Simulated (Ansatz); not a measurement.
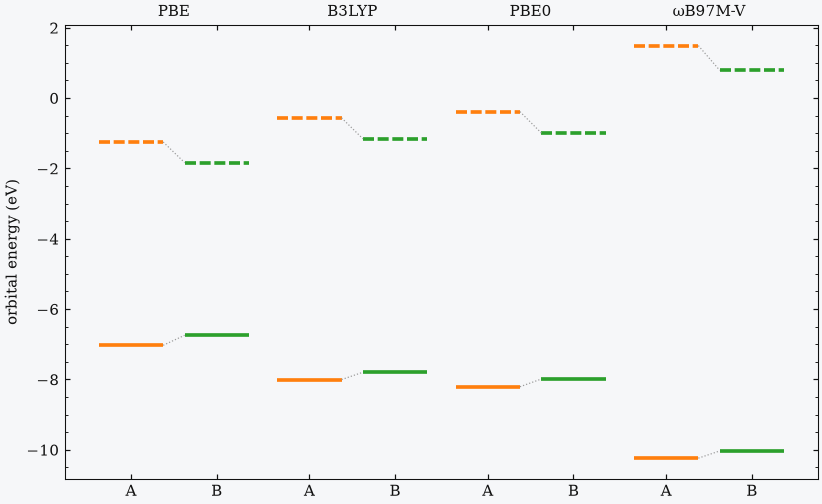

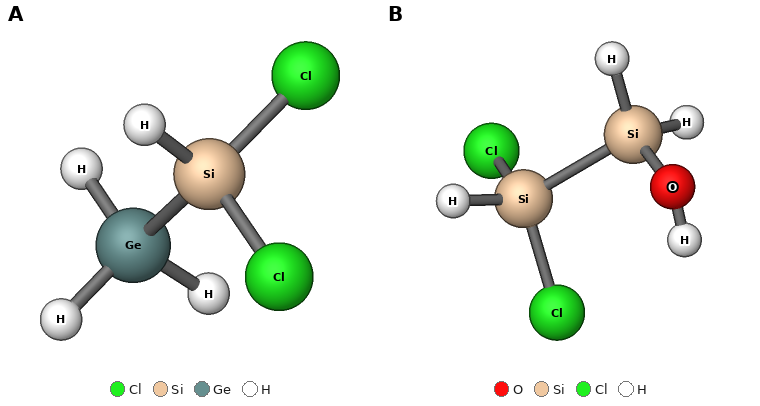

One change: A, GeSiH₄Cl₂ (SMILES Cl[SiH](Cl)[GeH3]), becomes B, Si₂H₄OCl₂ (SMILES O[SiH2][SiH](Cl)Cl). GeH₃ on Si is replaced by SiH₃O (bound through Si). HOMO (solid) and LUMO (dashed) computed in def2-TZVPP at PBE0-D4/def2-TZVP geometries, both minima by their frequencies, gas phase, the Ansatz code. Empty levels above zero depend strongly on the basis.

### What does the change do to HOMO and LUMO?

PBE: the HOMO rises by 0.29 eV, the LUMO falls by 0.59 eV, and the separation goes from 5.78 to 4.91 eV. B3LYP: the HOMO rises by 0.21 eV, the LUMO falls by 0.60 eV, and the separation goes from 7.44 to 6.64 eV. PBE0: the HOMO rises by 0.22 eV, the LUMO falls by 0.61 eV, and the separation goes from 7.82 to 6.99 eV. ωB97M-V: the HOMO rises by 0.21 eV, the LUMO falls by 0.70 eV, and the separation goes from 11.73 to 10.82 eV.

### Do the functionals agree on the effect?

They agree on the direction for both levels; the HOMO shift lies between 0.21 and 0.29 eV and the LUMO shift between −0.70 and −0.59 eV, while the separations themselves differ by up to 5.9 eV between functionals.

Caveats: one conformer of each flexible molecule.
